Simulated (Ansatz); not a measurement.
**C4H13AlO: small, medium and large basis sets**

Aim: see how fast density functionals converge with the basis set for C4H13AlO.

Program: Ansatz 0.2.0, Gaussian basis. Level of theory: one geometry, several basis sets. These are calculated values, not measurements.

The runs, in order: PBE0-D4/def2-SVP; ωB97M-V/def2-SVP; PBE0-D4/def2-QZVPP; ωB97M-V/def2-QZVPP; the functionals' def2-TZVPP values are taken from earlier runs.

### 1 The relaxed structure

An earlier PBE0-D4 in a triple-zeta def2 set relaxation fixed the geometry.

SMILES `C[O+](C)[AlH-]([CH3])[CH3]`, 19 atoms, charge 0, spin multiplicity 1.

Atoms are counted from 1 here; the program's logs count them from 0.

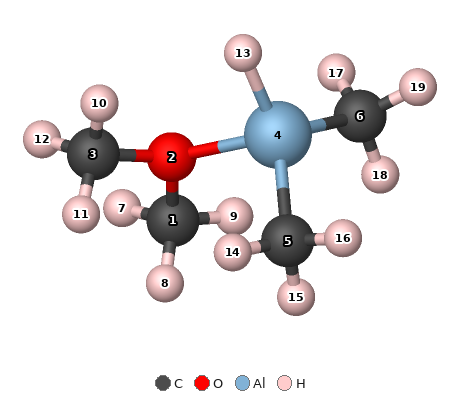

The geometry (carbon dark grey, oxygen red, aluminium light blue, hydrogen pink); atoms are numbered from 1 in the order of the file.

As a file:

| atom | x (Å) | y (Å) | z (Å) |
| --- | --- | --- | --- |
| C1 | 0.3263 | -1.5757 | 0.8432 |
| O2 | 0.9223 | -0.4235 | 0.2605 |
| C3 | 1.9532 | -0.7361 | -0.6697 |
| Al4 | -0.2411 | 1.1584 | -0.1458 |
| C5 | -1.3405 | 0.4462 | -1.6252 |
| C6 | -1.1187 | 1.4416 | 1.5981 |
| H7 | 1.0923 | -2.1567 | 1.3624 |
| H8 | -0.1497 | -2.1887 | 0.0725 |
| H9 | -0.4195 | -1.2266 | 1.5541 |
| H10 | 2.3341 | 0.2115 | -1.0456 |
| H11 | 1.5524 | -1.3332 | -1.4939 |
| H12 | 2.7460 | -1.2876 | -0.1587 |
| H13 | 0.9553 | 2.1513 | -0.5563 |
| H14 | -0.7456 | 0.1282 | -2.4887 |
| H15 | -1.9635 | -0.4038 | -1.3236 |
| H16 | -2.0293 | 1.2144 | -1.9948 |
| H17 | -0.4105 | 1.4291 | 2.4338 |
| H18 | -1.9108 | 0.7179 | 1.8194 |
| H19 | -1.5945 | 2.4291 | 1.6146 |

### 2 PBE0-D4 in def2-SVP

Contents of in.yaml:

```yaml
crystal:
  periodic: [false, false, false]
  atoms:
    - {symbol: C, position_ang: [0.326342, -1.575744, 0.843181]}
    - {symbol: O, position_ang: [0.922332, -0.423481, 0.260484]}
    - {symbol: C, position_ang: [1.953163, -0.736091, -0.669702]}
    - {symbol: Al, position_ang: [-0.241127, 1.158374, -0.145764]}
    - {symbol: C, position_ang: [-1.340469, 0.446190, -1.625182]}
    - {symbol: C, position_ang: [-1.118693, 1.441636, 1.598149]}
    - {symbol: H, position_ang: [1.092349, -2.156697, 1.362375]}
    - {symbol: H, position_ang: [-0.149734, -2.188736, 0.072460]}
    - {symbol: H, position_ang: [-0.419498, -1.226620, 1.554112]}
    - {symbol: H, position_ang: [2.334144, 0.211483, -1.045583]}
    - {symbol: H, position_ang: [1.552423, -1.333234, -1.493889]}
    - {symbol: H, position_ang: [2.746022, -1.287610, -0.158685]}
    - {symbol: H, position_ang: [0.955325, 2.151320, -0.556271]}
    - {symbol: H, position_ang: [-0.745634, 0.128217, -2.488660]}
    - {symbol: H, position_ang: [-1.963542, -0.403775, -1.323647]}
    - {symbol: H, position_ang: [-2.029334, 1.214393, -1.994793]}
    - {symbol: H, position_ang: [-0.410469, 1.429078, 2.433781]}
    - {symbol: H, position_ang: [-1.910843, 0.717937, 1.819419]}
    - {symbol: H, position_ang: [-1.594458, 2.429060, 1.614617]}
basis:
  gaussian: {orbitals: def2-SVP}
hamiltonian: {xc: pbe0, dispersion: d4}
output: {orbitals: {seedname: orbitals}}
```

Started as:

```
$ ansatz run in.yaml --threads 8 --pin off --events-out ev --progress --plain --max-ram 18278MiB
```

After this run come: ωB97M-V in def2-SVP; PBE0-D4 in def2-QZVPP; ωB97M-V in def2-QZVPP.

Q: Predict the results of all the runs planned. Wanted: PBE0-D4: double and triple zeta above quadruple; ωB97M-V: double and triple zeta above quadruple.

**Answer**, as computed:

| quantity | value |
| --- | --- |
| PBE0-D4: double and triple zeta above quadruple | 10.12, 0.59 eV |
| ωB97M-V: double and triple zeta above quadruple | 10.51, 0.58 eV |

**Reading.** For PBE0-D4 the step from double to triple zeta gains 9.53 eV and the next only 0.59 eV. These are total energies; as a rule much of such shifts cancels in differences, which this series doesn't test. The LUMO of ωB97M-V is positive and keeps falling with the basis (2.72 to 1.36 eV): an unbound level that the basis holds in place.
